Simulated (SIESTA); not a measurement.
# Converging the k-point mesh: Ag (Fm-3m, 1 atom in the cell)

```yaml
crystal:
  lattice:
    - [0.00000, 2.05523, 2.05523]
    - [2.05523, 0.00000, 2.05523]
    - [2.05523, 2.05523, 0.00000]
  atoms:
    - { symbol: Ag, position: [0.00000, 0.00000, 0.00000] }
```

Method: GGA PBE, numerical atomic orbitals DZP, PseudoDojo PBE standard norm-conserving potentials (rewritten from UPF to PSML) run with SIESTA.

Base settings: XC.functional = GGA; XC.authors = PBE; potentials = PseudoDojo PBE standard; PAO.BasisSize = DZP; PAO.EnergyShift = 0.005 Ry; MeshCutoff = 400 Ry; kgrid.MonkhorstPack = 6 6 6; OccupationFunction = FD; ElectronicTemperature = 0.1 eV; MaxSCFIterations = 150.

The second cell is the first with its lattice scaled by 0.98.

Only quantities that move along the ladder and can be compared are tabulated.

Core times come from one kind of shared machine, to one figure; runs under 30 s give none.

The starting cell has typed, rounded lattice constants, without a prior relaxation at this level. Its lattice was rescaled by up to half a per cent. Values carry the incompleteness of an atom-centred basis. Without a gap this mesh is coarse (it stands for a supercell whose shortest vector is 17 Å).

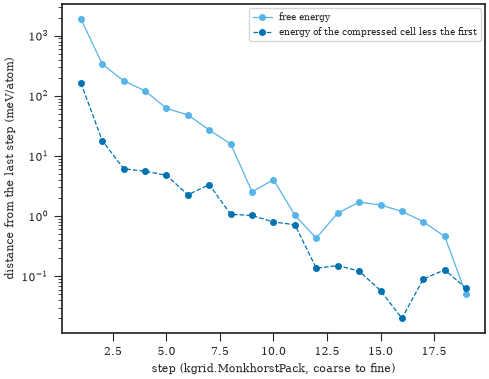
Figure. Distance from the last step along the ladder; very small values are drawn at a floor.

```tsv
kgrid.MonkhorstPack	free energy less the last step's (meV/atom)	energy of the compressed cell less the first (meV/atom)	pressure (GPa)	core time / last (rough)
2 2 2	1906.98	191.82	24.40	–
3 3 3	-336.13	10.30	-1.80	–
4 4 4	177.64	34.48	1.68	–
5 5 5	-120.88	22.78	-0.05	–
6 6 6	61.95	33.12	1.56	–
7 7 7	-48.12	26.08	0.45	–
8 8 8	27.09	31.69	1.32	–
9 9 9	-15.83	27.27	0.63	–
11 11 11	-2.54	27.31	0.70	–
12 12 12	4.03	29.14	0.97	–
13 13 13	1.03	27.62	0.74	–
14 14 14	0.43	28.47	0.86	–
16 16 16	-1.12	28.49	0.85	0.09
18 18 18	-1.70	28.46	0.84	0.10
20 20 20	-1.53	28.39	0.83	0.2
22 22 22	-1.20	28.32	0.82	0.1
24 24 24	-0.81	28.25	0.81	0.2
27 27 27	0.46	28.47	0.85	0.3
33 33 33	-0.01	28.40	0.84	0.4
41 41 41	0.00	28.34	0.83	1
```

Coarsest kgrid.MonkhorstPack that holds the energy of the compressed cell less the first within 2 meV/atom of the last step, with all finer ones: 9 9 9; the step before is off by 3.4 meV/atom.

Coarsest kgrid.MonkhorstPack that holds the free energy within 5 meV/atom of the last step, with all finer ones: 11 11 11; the step before is off by 16 meV/atom.

Coarsest kgrid.MonkhorstPack that holds the pressure within 0.05 GPa of the last step, with all finer ones: 14 14 14; the step before is off by 0.09 GPa.

The energy difference between the two cells stays within 1 meV/atom of the last step's from 12 12 12 on, the total only from 24 24 24 on: much of the error is common to both cells and cancels.

Two neighbours can agree and both be off: 9 9 9 and 11 11 11 differ by 0.05 meV/atom in the energy of the compressed cell less the first, yet lie about 1.0 meV/atom from the last step.
